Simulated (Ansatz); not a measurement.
**BFH6Si2 (SMILES FB[SiH2][SiH3]): density, localisation and related maps**

The calculation's input:

```
crystal:
  periodic: [false, false, false]
  atoms:
    - {symbol: B, position_ang: [-1.160821, -0.294213, 1.164968]}
    - {symbol: F, position_ang: [-2.477032, -0.470129, 1.151999]}
    - {symbol: Si, position_ang: [-0.046876, -0.925885, -0.418456]}
    - {symbol: Si, position_ang: [0.195303, 0.816039, -1.993073]}
    - {symbol: H, position_ang: [-0.702471, 0.274310, 2.118349]}
    - {symbol: H, position_ang: [-0.668476, -2.095585, -1.105825]}
    - {symbol: H, position_ang: [1.319667, -1.323895, 0.030495]}
    - {symbol: H, position_ang: [-1.132470, 1.234358, -2.522623]}
    - {symbol: H, position_ang: [0.837479, 2.004641, -1.365220]}
    - {symbol: H, position_ang: [1.040635, 0.377142, -3.137698]}
basis:
  gaussian: {orbitals: def2-TZVPD}
hamiltonian: {xc: {name: PBE0}}
output: {forces: true, orbitals: {seedname: orbitals}}
```

Run with:

```sh
ansatz run input.yaml --threads 1 --pin off --max-ram 2610MiB --events-out events.jsonl --progress --plain --runs-dir runs
```

Geometry: B3LYP/6-31G*.

Theory: isolated molecule in a Gaussian basis; Kohn-Sham density functional theory, functional PBE0 in Ansatz 0.2.0.

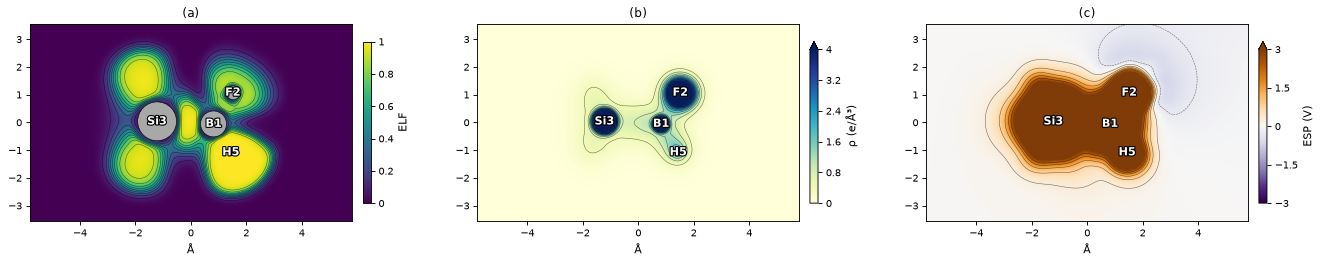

Figure 1. (a) ELF; (b) electron density; (c) molecular electrostatic potential on the plane of atoms F2, B1 and Si3. Grey discs cover the atomic cores in the ELF map.

What does the map show?

Answer.
- Atoms in the plane: B, F, Si and H.
- B–F (1.33 Å): ρ is about 2.2 e/Å³ halfway; the ELF peaks at about 0.85 between the atoms (a polar covalent bond).
- Si–B (2.04 Å): ρ at the midpoint is about 0.79 e/Å³; the ELF peaks at about 1 between the atoms (a covalent bond).
- B–H (1.20 Å): the density is about 1.3 e/Å³ at the midpoint; the ELF climbs to about 1 towards the hydrogen, as it does in any bond to H: an ordinary covalent bond to hydrogen.
- The ELF also peaks beside F2, away from the bonds: lone-pair regions.
- Outside the dense part of the molecule the potential is most negative (−0.6 V) near F2.

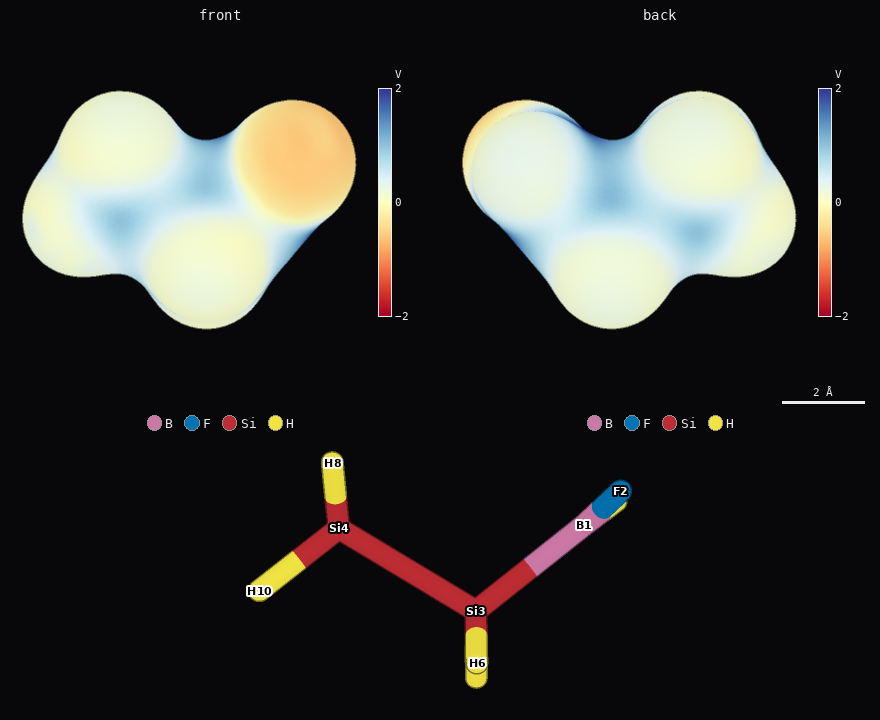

Figure 2. The electrostatic potential painted on the density surface at 0.002 e/bohr³, seen from the front and from behind; the colour scale runs from red (negative) to blue (positive). The bare structure is drawn below in the same view.

Where is the surface potential most negative and most positive?

Answer. The most negative region (about −0.6 V, or −14 kcal/mol for a unit charge) lies over F2, the most positive (about +1.8 V, or +42 kcal/mol for a unit charge) over B1.

What dipole moment does the calculation give?

Answer. Its dipole moment is 0.64 D.

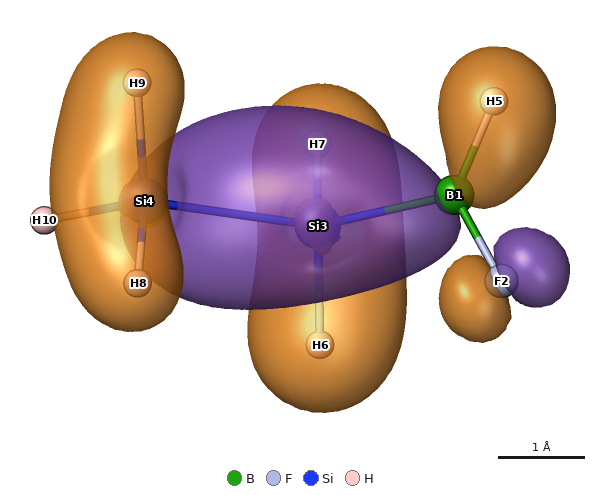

Figure 3. The HOMO−1 at ±0.1 Å⁻³ᐟ² (orange and purple are the two phases), seen from one side.

What is the character of this orbital?

Answer. Its weight (Hirshfeld) is mainly on Si3 (about 35 %), Si4 (about 20 %), B1 (about 10 %), H6 (about 10 %) and H7 (about 5 %). Its energy is −8.73 eV.
